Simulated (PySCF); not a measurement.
## Electronic structure of WCl (sextet) in real space

```
atom   x (Å)   y (Å)    z (Å)
   W  0.0000  0.0000  -0.3647
  Cl  0.0000  0.0000   1.9183
```

Core potentials replace the inner electrons of W.

The calculation used PySCF 2.14.0, PBE0/def2-TZVPPD, non-relativistic Hamiltonian with scalar-relativistic core potentials where named, at a bond length of 2.283 Å.

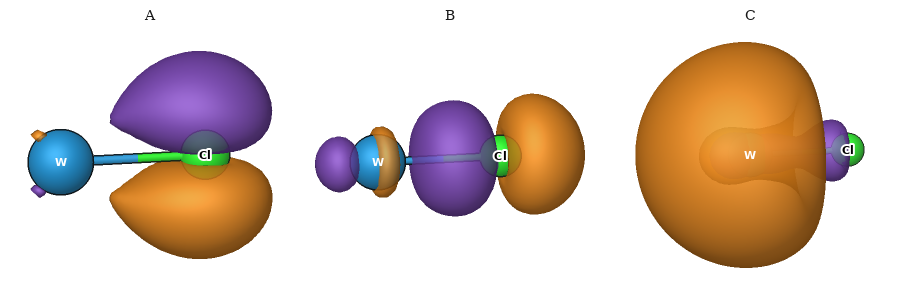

Figure 1. Three frontier β-spin orbitals, each drawn at the value that holds 80 % of its norm (orange and purple are the two phases), in no order; of a degenerate pair one member is drawn.

### Label each orbital by symmetry, say whether it is occupied, and order them by energy.

Orbital B: σ, occupied in this spin, −10.16 eV; mainly on Cl (80 %).
Orbital A: π, occupied in this spin, −8.93 eV; mainly on Cl (90 %).
Orbital C: σ, empty in this spin, −2.23 eV; almost wholly on W.

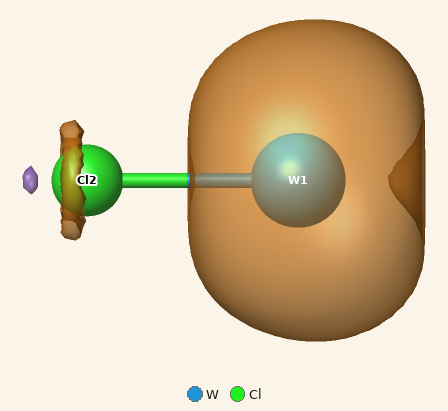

Figure 2. Isosurfaces of the spin density (α minus β) at +0.05 (orange) and −0.05 e/Å³ (purple), seen from one side.

### Where is the unpaired spin?

The unpaired spin (5 electrons) lies mostly on W1 (about 4.9) and Cl2 (about 0.1), in electrons by Hirshfeld's partition.

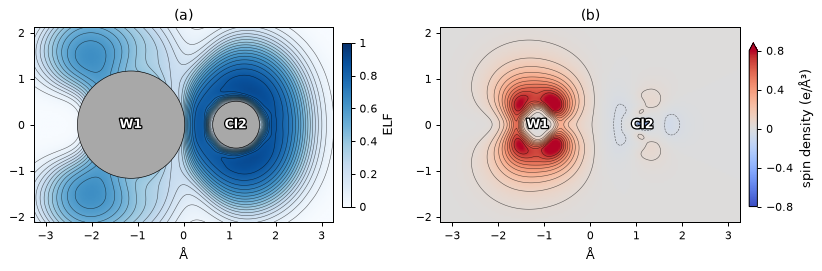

Figure 3. (a) ELF; (b) spin density on a plane that holds the molecular axis. Grey discs cover the atomic cores in the ELF map.

### What does the map show?

- Atoms in the plane: W and Cl.
- W–Cl (2.28 Å): the ELF peaks at about 0.85 in the valence shell of Cl, 0.8 Å from its nucleus, and is about 0.40 at the midpoint.
